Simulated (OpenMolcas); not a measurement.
**Au⁵⁺ among point charges: CASSCF and CASPT2 levels and susceptibility**

Aim: the splitting of the states of Au⁵⁺ in the field of 6 point charges, its lowest levels with spin-orbit coupling and its magnetic susceptibility.

Method: state-averaged CASSCF and CASPT2, spin-orbit coupling by RASSI with atomic mean-field integrals. Code: OpenMolcas 26.06.

## Step 1: Starting point

- Species: Au⁵⁺ (gold, Z = 79, 74 electrons)
- Basis: ANO-RCC-VDZP [7s6p4d2f], 59 functions
- Scalar Hamiltonian: DKH2, point nucleus
- Inactive shells: 1s 2s 2p 3s 3p 3d 4s 4p 4d 4f 5s 5p
- Active space: 6 electrons in 5 orbitals (5d)
- Some configurations of this space: 5d⁶
- Orbitals: optimised for each spin and parity, averaged over all roots

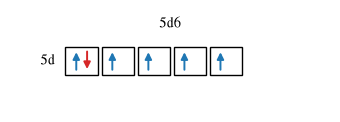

The shells outside the core, filled by Hund's rule for the drawing.

The ion sits among 6 point charges of -1.7 e arranged as an octahedron (Oh), 1.98 Å from the ion.

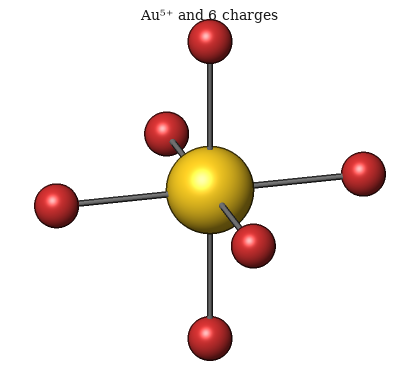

The ion and the point charges (red).

Each step is its own input file, run in one work folder so that later steps find the files of earlier ones. Labels, J, g values, rates, χT and fits are worked out afterwards by a script from the matrices that RASSI stores. The input lists half of the charges; inversion (Group=XYZ) makes the rest.

## Step 2: One- and two-electron integrals

File a.inp:

```
&GATEWAY
Coord
1

Au 0.0 0.0 0.0
Basis=ANO-RCC-VDZP
Group=XYZ
NoMove
AngMom=0.0 0.0 0.0
AMFI
XField
3 Angstrom 0
1.980000 0.000000 0.000000 -1.700000
0.000000 1.980000 0.000000 -1.700000
0.000000 0.000000 1.980000 -1.700000
&SEWARD
```

## Step 3: Reference wave functions, quintets of even parity, 5 roots

File a.inp:

```
&RASSCF
FileOrb=start.orb
Symmetry=1
Spin=5
nActEl=6 0 0
Inactive=15 19
Ras2=5 0
CIRoot=5 5 1
SDav=5
CIMx=300
Iter=120 100
PrWF=0.3
OrbListing=Nothing
MaxOrb=0
>>> COPY $Project.JobIph JOB001
```

start.orb holds the contracted functions of the basis, ordered by shell, or the orbitals of the step before.

## Step 4: Reference wave functions, triplets of even parity, 45 roots

File a.inp:

```
&RASSCF
FileOrb=start.orb
Symmetry=1
Spin=3
nActEl=6 0 0
Inactive=15 19
Ras2=5 0
CIRoot=45 45 1
SDav=45
CIMx=300
Iter=120 100
PrWF=0.3
OrbListing=Nothing
MaxOrb=0
>>> COPY $Project.JobIph JOB002
```

## Step 5: CASSCF: singlets of even parity, 50 roots

File a.inp:

```
&RASSCF
FileOrb=start.orb
Symmetry=1
Spin=1
nActEl=6 0 0
Inactive=15 19
Ras2=5 0
CIRoot=50 50 1
SDav=50
CIMx=300
Iter=120 100
PrWF=0.3
OrbListing=Nothing
MaxOrb=0
>>> COPY $Project.JobIph JOB003
```

## Step 6: State interaction with spin-orbit coupling

File a.inp:

```
&RASSI
NrOfJobIphs=3 5 45 50
1 2 3 4 5
1 2 3 4 5 6 7 8 9 10 11 12 13 14 15 16 17 18 19 20 21 22 23 24 25 26 27
28 29 30 31 32 33 34 35 36 37 38 39 40 41 42 43 44 45
1 2 3 4 5 6 7 8 9 10 11 12 13 14 15 16 17 18 19 20 21 22 23 24 25 26 27
28 29 30 31 32 33 34 35 36 37 38 39 40 41 42 43 44 45 46 47 48 49 50
IphNames
JOB001
JOB002
JOB003
EJob
SpinOrbit
DIPRint=1.0
SOCoupling=1000.0
Subsets=2
Property=9
'ANGMOM' 1 'ANGMOM' 2 'ANGMOM' 3 'MLTPL  1' 1 'MLTPL  1' 2 'MLTPL  1' 3
'AMFI' 1 'AMFI' 2 'AMFI' 3
SOProperty=3
'ANGMOM' 1 'ANGMOM' 2 'ANGMOM' 3
```

## Step 7: CASPT2: IPEA 0.25, imaginary shift 0.1 (closed shells correlated: 5s 5p)

File a.inp:

```
>>> COPY JOB001 $Project.JobIph
&CASPT2
Multistate=5 1 2 3 4 5
NoMult
Frozen=14 16
IPEA=0.25
Imaginary=0.1
MaxIter=60
WThr=0.0 0.3 0.05
PrWF=0.5
NoMix
>>> COPY JOB002 $Project.JobIph
&CASPT2
Multistate=45 1 2 3 4 5 6 7 8 9 10 11 12 13 14 15 16 17 18 19 20 21 22
23 24 25 26 27 28 29 30 31 32 33 34 35 36 37 38 39 40 41 42 43 44 45
NoMult
Frozen=14 16
IPEA=0.25
Imaginary=0.1
MaxIter=60
WThr=0.0 0.3 0.05
PrWF=0.5
NoMix
>>> COPY JOB003 $Project.JobIph
&CASPT2
Multistate=50 1 2 3 4 5 6 7 8 9 10 11 12 13 14 15 16 17 18 19 20 21 22
23 24 25 26 27 28 29 30 31 32 33 34 35 36 37 38 39 40 41 42 43 44 45 46
47 48 49 50
NoMult
Frozen=14 16
IPEA=0.25
Imaginary=0.1
MaxIter=60
WThr=0.0 0.3 0.05
PrWF=0.5
NoMix
```

(Steps that only read results are left out.)

Q: Predict the outcome of this session. Wanted: spin-free ground state; first state of the same spin within the active space; lowest level; next level.

As calculated:

| quantity | value |
| --- | --- |
| method | SS-CASPT2, IPEA 0.25, imaginary shift 0.1 (closed shells correlated: 5s 5p) |
| spin-free ground state | 5T2, 3-fold in its orbital part |
| first state of the same spin within the active space | 5E at 6510 cm⁻¹ |
| lowest level | 2-fold E, g = 0.00, 0.00, 0.00 |
| next level | 31.4 cm⁻¹ |
| χT at 300 K | 4.40 cm³ K/mol |
| effective moment at 300 K | 5.93 μB |

Cost by method:

```csv
method,time of its own steps,time with the reference
A. CASSCF,20 s,20 s
"B. SS-CASPT2, IPEA 0.25, imaginary shift 0.1, +5s 5p",4.8 s,25 s
```

Times are of one thread on a shared host.

What this shows: The spin-free ground state (5T2) comes to 100 % from free-ion D terms and keeps the highest spin of the shell. χT at 300 K is 4.40, against 3.01 cm³ K/mol for the spin alone, so orbital moment adds to it. An active space of the d shell alone favours high spin; real ions in strong fields can be low spin. CASPT2 does not keep the components of a term degenerate, and the means are used. The field of point charges can differ much from that of real complexes. With metal d orbitals alone active, the gaps between spin states are rough; where two lie within a few thousand cm-1, their order is open. Point charges carry no covalency, so the field is a model and not that of real ligands.
